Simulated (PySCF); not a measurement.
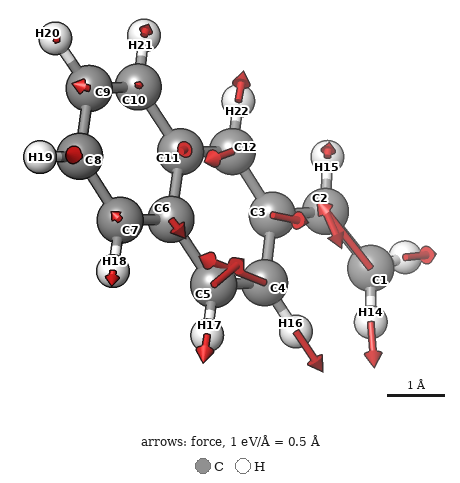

Starting geometry of C12H10 with the computed forces as red arrows. Style: ball-and-stick. Shown from a free direction.

The start comes from GFN2-xTB. Its atoms were then displaced at random by about 0.01 Å.

These are results of PBE0-D3(BJ)/def2-SVP geometry optimisation, gas phase in PySCF, not measurements. 

What follows when this structure is relaxed?

Answer. It isn't relaxed: the largest force vector, on a C atom, is 3.43 eV/Å. The final displacements follow the starting forces only in part (cosine between the two patterns 0.31). The atom that moves furthest after the best rigid fit is an H atom (0.15 Å). Largest moves by element: H 0.15 Å, C 0.07 Å. Some distances before and after: C–H 1.048 → 1.093 Å, C–C 1.401 → 1.370 Å, C–C 1.400 → 1.425 Å, C–C 1.361 → 1.339 Å. Among the angles between lasting bonds that change: H–C–H 120.6° → 116.7°, C–C–C 121.4° → 118.3°, C–C–H 122.1° → 119.5°. Over 8 geometry steps the energy falls by 6.87 kcal/mol.
